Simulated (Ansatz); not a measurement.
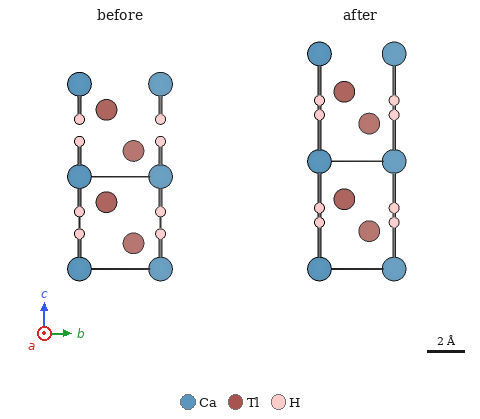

The structure of a crystal of CaTl2H2 (built on the Rb2PdC2 type) (coarse preliminary run) before (left) and after (right) a relaxation, at one scale.

The picture is a ball-and-stick view of the cell of the calculation, repeated 1 × 1 × 2 with one cell outlined, seen along the a axis.

Case: Rb2PdC2 type (P-3m1, No. 164).

Computed with Ansatz 0.2.0, DFT PBE, scalar-relativistic, plane waves, PAW. (plane-wave cutoff 420 eV; k-point mesh 6 × 6 × 4; occupations gaussian; smearing width 0.1 eV; no spin polarisation; cell and atoms relaxed; force threshold 0.04 eV/Å; at most 70 steps)

Describe what moved and what it gained.

Answer. The largest moves relative to the cell, 0.44 Å, are those of Tl atoms. By element the largest moves are Tl 0.44 Å, H 0.31 Å. Ca stays in place. The volume changes by −1.3 %, with a = b 5.145 → 4.738 Å (−7.9 %), c 5.079 → 5.912 Å (+16.4 %). Among the contacts that change: Ca–H 1.934 → 2.558 Å, H–H 1.210 → 0.796 Å. The space group stays P-3m1 (No. 164). The energy falls by 270 meV per atom in 11 accepted moves (13 points after the start). The largest force component goes from 2.5 to 0.011 eV/Å. The pressure goes from 0.78 to 0.14 GPa. The line search rejected the trial step at point 2 of the run. The SCF was repeated once at an unchanged geometry on a basis and grid sized afresh for the cell, which shifted the energy by 1.9 meV per atom at most. Cost: 46 s on 1 thread of Arm Neoverse V2 (shared host), peak memory 0.39 GiB.

Limits of the set-up: layers or molecules are held without a dispersion correction, so their spacing is unreliable.
